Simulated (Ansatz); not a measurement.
## Run report: HfSiNH5ClOF, geometry relaxation (part 2 of 2)

HfSiNH5ClOF; RKS PBE/def2-SVP (Ansatz 0.2.0). It belongs to a series of runs on one base structure; here: start relaxed.

Geometry of the input (Å):
```
Hf 0.0000  0.0000  0.0000
O  0.0000  0.0000  2.0700
Si -1.3147  -0.4067  3.0336
H  -2.2390  -1.2403  2.2704
H  -0.8506  -1.1432  4.2057
H  -1.9987  0.8095  3.4633
N  2.0840  0.0000  -0.7359
H  2.5823  -0.9180  -0.9166
H  2.5853  0.9180  -0.9082
Cl -1.1869  2.0563  -0.8392
F  -0.9326  -1.6157  -0.6593
```

## Trajectory as extended XYZ, continued
```
11
Properties=species:S:1:pos:R:3:forces:R:3 step=6 energy=-28024.13648
Hf   -0.0410   -0.0358   -0.1974    0.2135  -0.0570   0.1190
O    -0.2932   -0.0617    1.7430   -0.3383  -0.0838   0.1342
Si   -1.3170   -0.3780    3.0604    0.1977   0.0136  -0.1297
H    -2.4676   -1.2595    2.6115    0.1560   0.1033   0.0690
H    -0.5326   -1.0700    4.1508   -0.0763   0.0318  -0.1202
H    -1.8619    0.9200    3.5972    0.0159  -0.0508  -0.0402
N     1.9583    0.0151   -0.5875    0.6950  -0.0676  -0.2629
H     2.4738   -0.6978   -1.1631   -0.4132   0.6925   0.5176
H     2.6391    0.7440   -0.2685   -0.4820  -0.6213  -0.2342
Cl   -1.1000    1.9454   -1.0016    0.0088  -0.0364  -0.0275
F    -0.7288   -1.6617   -0.9610    0.0230   0.0758  -0.0252
11
Properties=species:S:1:pos:R:3:forces:R:3 step=7 energy=-28024.15515
Hf   -0.0486   -0.0545   -0.2088    0.1227   0.0443   0.0423
O    -0.3126   -0.0678    1.7285   -0.2337  -0.0649   0.0963
Si   -1.3060   -0.3616    3.0703    0.1213  -0.0504  -0.1501
H    -2.4527   -1.2582    2.6601    0.0740   0.0771   0.0279
H    -0.5068   -1.0578    4.1416   -0.0247   0.0722  -0.0415
H    -1.8548    0.9415    3.5865    0.0434  -0.0405   0.0017
N     1.9430    0.0367   -0.6102    0.7461   0.3317   0.4590
H     2.4586   -0.6150   -1.2292   -0.1340   0.3042   0.1943
H     2.6427    0.6442   -0.1029   -0.7123  -0.6740  -0.5846
Cl   -1.1082    1.9159   -1.0373   -0.0107  -0.0306  -0.0211
F    -0.7254   -1.6635   -1.0148    0.0080   0.0308  -0.0243
11
Properties=species:S:1:pos:R:3:forces:R:3 step=8 energy=-28024.20272
Hf   -0.0963   -0.0666   -0.2717    0.0768   0.0317  -0.1508
O    -0.4190   -0.0918    1.6401   -0.2337  -0.0424   0.2915
Si   -1.2739   -0.3610    3.0700    0.0077   0.0075  -0.0090
H    -2.4561   -1.2526    2.7863    0.0376   0.0259   0.0146
H    -0.3791   -1.0293    4.0782    0.0033   0.0191  -0.0328
H    -1.7618    0.9517    3.6194    0.0232  -0.0195  -0.0117
N     1.9162    0.0024   -0.4769    0.2493   0.0146  -0.0952
H     2.4560   -0.5243   -1.1788   -0.0572   0.0886   0.0559
H     2.5780    0.5729    0.0702   -0.1341  -0.1201  -0.0534
Cl   -1.1040    1.8983   -1.1740    0.0024   0.0155  -0.0098
F    -0.7309   -1.6397   -1.1791    0.0247  -0.0211   0.0006
11
Properties=species:S:1:pos:R:3:forces:R:3 step=9 energy=-28024.21060
Hf   -0.1018   -0.0600   -0.2797    0.0409  -0.0292  -0.1368
O    -0.4540   -0.0925    1.6269   -0.1882  -0.0437   0.2580
Si   -1.2766   -0.3575    3.0748    0.0092   0.0069  -0.0030
H    -2.4629   -1.2502    2.8194    0.0226   0.0167   0.0130
H    -0.3582   -1.0225    4.0629    0.0040   0.0155  -0.0210
H    -1.7518    0.9566    3.6307    0.0184  -0.0141  -0.0071
N     1.9095   -0.0053   -0.4696    0.2196   0.0449  -0.0714
H     2.4466   -0.5023   -1.1925   -0.0350   0.0438   0.0161
H     2.5723    0.5330    0.1033   -0.0642  -0.0543  -0.0051
Cl   -1.1108    1.9018   -1.1856   -0.0003   0.0308  -0.0341
F    -0.6831   -1.6413   -1.2069   -0.0270  -0.0174  -0.0087
11
Properties=species:S:1:pos:R:3:forces:R:3 step=10 energy=-28024.22224
Hf   -0.1128   -0.0815   -0.3134   -0.1060  -0.0153  -0.0106
O    -0.5923   -0.1343    1.5761   -0.0863  -0.0653   0.0920
Si   -1.2904   -0.3577    3.0999    0.1061   0.0072  -0.0913
H    -2.5051   -1.2464    2.9736    0.1011   0.0598   0.0224
H    -0.2754   -0.9920    4.0191   -0.0785   0.0001  -0.0712
H    -1.6905    0.9750    3.6731   -0.0137  -0.0274  -0.0423
N     1.9087   -0.0091   -0.4273    0.3287  -0.1073  -0.3730
H     2.4512   -0.3649   -1.2441   -0.2585   0.2430   0.5346
H     2.5567    0.4264    0.2453   -0.0649  -0.1113  -0.1545
Cl   -1.0742    1.8773   -1.2922    0.0525  -0.0656   0.0234
F    -0.6467   -1.6329   -1.3263    0.0196   0.0822   0.0706
11
Properties=species:S:1:pos:R:3:forces:R:3 step=11 energy=-28024.22989
Hf   -0.1366   -0.0976   -0.3264    0.2564   0.1042   0.1143
O    -0.6193   -0.1646    1.5577    0.0507  -0.0069  -0.0961
Si   -1.2718   -0.3509    3.0927   -0.1071  -0.0018   0.1038
H    -2.4816   -1.2336    3.0252   -0.0760  -0.0509  -0.0276
H    -0.2642   -0.9921    3.9979    0.0962  -0.0010   0.0366
H    -1.6742    0.9868    3.6424    0.0296   0.0408   0.0043
N     1.8889    0.0022   -0.4225   -0.1117  -0.0006   0.0940
H     2.4475   -0.2408   -1.2482    0.0386  -0.0192  -0.0305
H     2.5244    0.3310    0.3141   -0.0171  -0.0044  -0.0276
Cl   -1.0288    1.8689   -1.3211   -0.0781   0.0698  -0.0590
F    -0.6552   -1.6495   -1.3282   -0.0812  -0.1298  -0.1121
11
Properties=species:S:1:pos:R:3:forces:R:3 step=12 energy=-28024.23516
Hf   -0.1326   -0.0903   -0.3344   -0.0721  -0.0507  -0.0623
O    -0.6374   -0.1952    1.5419   -0.0019   0.0076  -0.0009
Si   -1.2728   -0.3579    3.0921    0.0167  -0.0039   0.0013
H    -2.4892   -1.2410    3.0504    0.0004   0.0057   0.0010
H    -0.2351   -0.9786    3.9860   -0.0023   0.0040   0.0026
H    -1.6480    0.9968    3.6239   -0.0028  -0.0023   0.0014
N     1.8894   -0.0056   -0.4089    0.1104   0.0190   0.0048
H     2.4803   -0.2929   -1.1999   -0.0545   0.0024   0.0151
H     2.5056    0.3710    0.3216   -0.0206  -0.0105   0.0043
Cl   -1.0610    1.8753   -1.3182    0.0078   0.0010   0.0117
F    -0.6700   -1.6218   -1.3707    0.0189   0.0277   0.0209
11
Properties=species:S:1:pos:R:3:forces:R:3 step=13 energy=-28024.23613
Hf   -0.1397   -0.0980   -0.3431    0.0021   0.0188   0.0225
O    -0.6435   -0.2013    1.5342   -0.0034  -0.0115  -0.0199
Si   -1.2676   -0.3550    3.0901    0.0040   0.0026  -0.0031
H    -2.4842   -1.2379    3.0612    0.0003  -0.0001   0.0019
H    -0.2247   -0.9688    3.9825    0.0024   0.0008  -0.0013
H    -1.6416    1.0020    3.6170    0.0003   0.0005  -0.0008
N     1.8837   -0.0026   -0.3988   -0.0031  -0.0065   0.0039
H     2.4688   -0.2687   -1.2002   -0.0006   0.0017   0.0015
H     2.4987    0.3406    0.3479    0.0001   0.0015  -0.0006
Cl   -1.0609    1.8758   -1.3156    0.0004  -0.0008  -0.0018
F    -0.6600   -1.6261   -1.3915   -0.0026  -0.0070  -0.0021
11
Properties=species:S:1:pos:R:3:forces:R:3 step=14 energy=-28024.23645
Hf   -0.1439   -0.0972   -0.3479   -0.0014  -0.0015   0.0043
O    -0.6568   -0.2128    1.5252   -0.0043  -0.0014  -0.0038
Si   -1.2649   -0.3557    3.0881   -0.0006  -0.0019   0.0002
H    -2.4790   -1.2424    3.0782    0.0009  -0.0001   0.0022
H    -0.2111   -0.9591    3.9749    0.0018   0.0009  -0.0014
H    -1.6379    1.0042    3.6079    0.0003   0.0018  -0.0003
N     1.8798   -0.0059   -0.3903    0.0011   0.0006  -0.0019
H     2.4691   -0.2701   -1.1892    0.0009  -0.0002   0.0000
H     2.4906    0.3384    0.3592    0.0019   0.0001   0.0030
Cl   -1.0575    1.8817   -1.3171   -0.0002   0.0035  -0.0010
F    -0.6593   -1.6211   -1.4051   -0.0003  -0.0018  -0.0015
11
Properties=species:S:1:pos:R:3:forces:R:3 step=15 energy=-28024.23662
Hf   -0.1513   -0.0984   -0.3568   -0.0043  -0.0041  -0.0194
O    -0.6825   -0.2314    1.5093   -0.0083   0.0018   0.0192
Si   -1.2617   -0.3561    3.0851    0.0088  -0.0092  -0.0043
H    -2.4694   -1.2521    3.1114    0.0092   0.0100  -0.0006
H    -0.1860   -0.9393    3.9601   -0.0063   0.0022  -0.0044
H    -1.6318    1.0094    3.5925   -0.0050  -0.0026  -0.0012
N     1.8728   -0.0070   -0.3778    0.0062  -0.0069   0.0049
H     2.4704   -0.2692   -1.1713   -0.0016   0.0040   0.0032
H     2.4765    0.3256    0.3829   -0.0033   0.0000  -0.0063
Cl   -1.0514    1.8911   -1.3183    0.0014  -0.0025   0.0035
F    -0.6564   -1.6128   -1.4333    0.0032   0.0071   0.0054
```

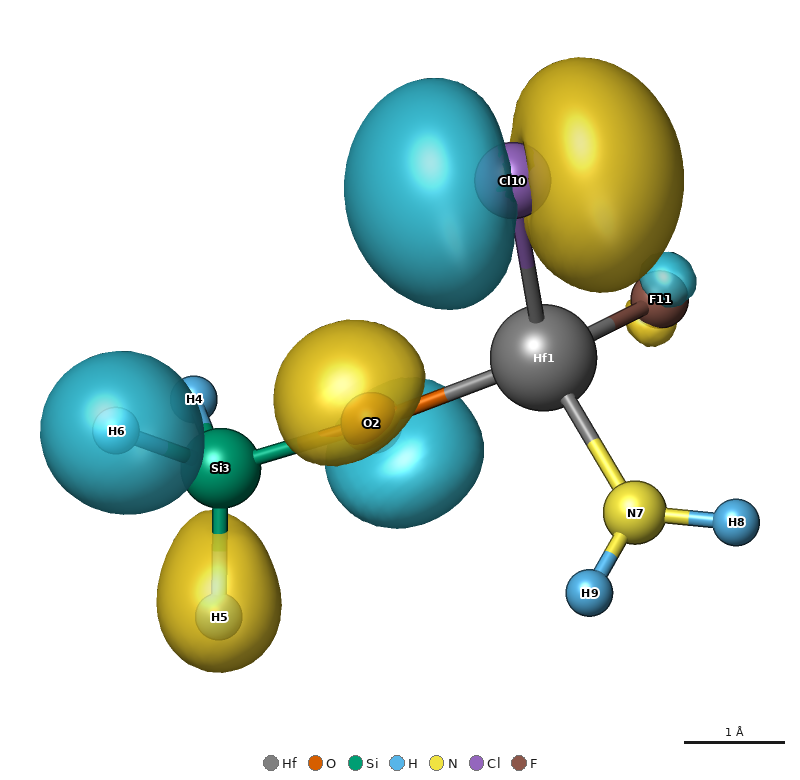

**Figure 1.** The HOMO−1 at ±0.1 Å⁻³ᐟ² (yellow and cyan are the two phases), seen at a tilt. Its energy is −7.43 eV.

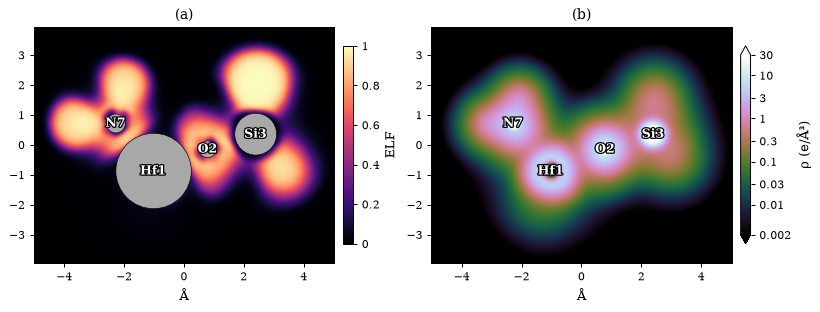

**Figure 2.** (a) ELF; (b) total electron density on the plane of atoms O2, Hf1 and N7. Grey discs, where drawn, cover atomic cores. The section cuts through Hf, O, Si and N sites. Hf–O (1.94 Å): ρ is about 0.84 e/Å³ halfway; the ELF peaks at about 0.85 in the valence shell of O, 0.6 Å from its nucleus, and drops to about 0.25 between the two atoms. Hf–N (2.03 Å): ρ is about 0.84 e/Å³ halfway; the ELF peaks at about 0.90 in the valence shell of N, 0.6 Å from its nucleus, and drops to about 0.30 between the two atoms.

## Results in brief

| quantity | value |
| --- | --- |
| outcome | converged |
| total energy | −28024.2367 eV |
| mean-field energy | −28024.2367 eV |
| largest force (length of the vector) at the end | 0.021 eV/Å |
| wall time | 30 s (CPU time 1.8 min) |
| peak memory | 0.26 GiB |
